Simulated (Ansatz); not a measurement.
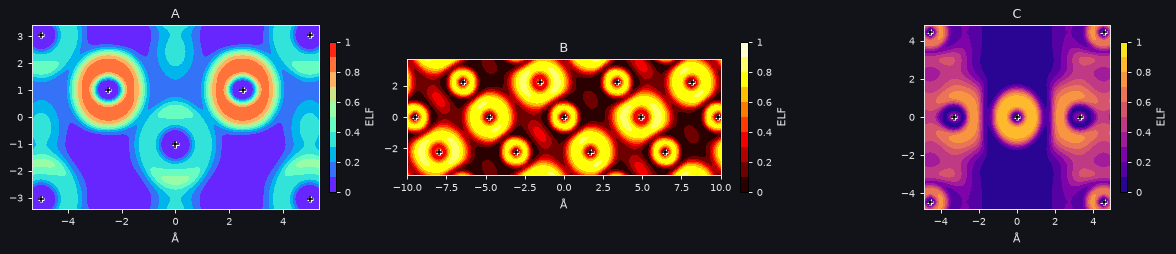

The ELF of 3 systems, each on a plane through atoms (crosses mark nuclei in the plane).

Method: Ansatz 0.2.0, DFT PBE, scalar-relativistic, plane waves, PAW.

System 1: SbBr, the (110) plane of the conventional cell. Space group P6₃/mmc; a structure generated by program, which may or may not match a known phase.

```cif
data_structure
_symmetry_space_group_name_H-M 'P 1'
_symmetry_Int_Tables_number 1
_cell_length_a 3.5253
_cell_length_b 3.5253
_cell_length_c 9.9817
_cell_angle_alpha 90.000
_cell_angle_beta 90.000
_cell_angle_gamma 120.000
_cell_volume 107.43
loop_
_atom_site_label
_atom_site_type_symbol
_atom_site_fract_x
_atom_site_fract_y
_atom_site_fract_z
_atom_site_occupancy
Sb1 Sb 0.33333 0.66667 0.25000 1
Sb2 Sb 0.66667 0.33333 0.75000 1
Br1 Br 0.00000 0.00000 0.00000 1
Br2 Br 0.00000 0.00000 0.50000 1
```

System 2: RbAl2W3, the (110) plane of the conventional cell. Space group P6/mmm; a structure generated by program, which may or may not match a known phase; computed without spin polarisation.

```yaml
crystal:
  lattice:
    - [5.14024, 0.00000, 0.00000]
    - [-2.57012, 4.45158, 0.00000]
    - [0.00000, 0.00000, 9.09479]
  atoms:
    - { symbol: Rb, position: [0.00000, 0.00000, 0.50000] }
    - { symbol: Al, position: [0.00000, 0.00000, 0.13503] }
    - { symbol: Al, position: [0.00000, 0.00000, 0.86497] }
    - { symbol: W, position: [0.50000, 0.00000, 0.00000] }
    - { symbol: W, position: [0.00000, 0.50000, 0.00000] }
    - { symbol: W, position: [0.50000, 0.50000, 0.00000] }
```

System 3: Sc2SiSe, the (110) plane of the conventional cell. Space group R-3m; a structure generated by program, which may or may not match a known phase.

```
Sc Si Se
1.0
     3.84109    0.00000    0.00000
    -1.92055    3.32649    0.00000
     0.00000    0.00000   19.36656
Sc Si Se
6 3 3
Direct
  0.00000 0.00000 0.24565
  0.66667 0.33333 0.57899
  0.33333 0.66667 0.91232
  0.66667 0.33333 0.08768
  0.33333 0.66667 0.42101
  0.00000 0.00000 0.75435
  0.33333 0.66667 0.16667
  0.00000 0.00000 0.50000
  0.66667 0.33333 0.83333
  0.00000 0.00000 0.00000
  0.66667 0.33333 0.33333
  0.33333 0.66667 0.66667
```

Which map belongs to which system?

Panel A is system 1, SbBr: the plane holds Sb and Br. Sb–Br (3.22 Å): the ELF is about 0.25 at the midpoint. Panel B is system 3, Sc2SiSe: the plane holds Sc, Si and Se. Sc–Si (2.69 Å): the ELF peaks at about 0.80 in the valence shell of Si, 1.0 Å from its nucleus, and is about 0.50 at the midpoint. Panel C is system 2, RbAl2W3: the plane holds Rb, Al and W.
